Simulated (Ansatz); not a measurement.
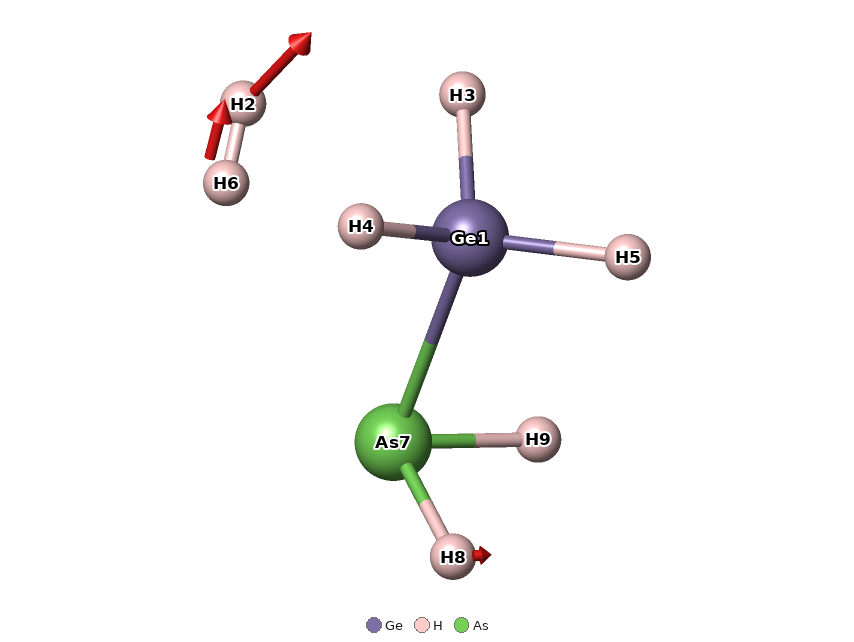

The arrows show one normal mode. Harmonic vibrations computed with RKS PBE0-D4/def2-TZVP (Ansatz 0.2.0) at a stationary point of the same level. It is a saddle point of order 1.

### At what wavenumber does it lie?

64 cm⁻¹; it is mode 2 of 21 counted from the lowest.
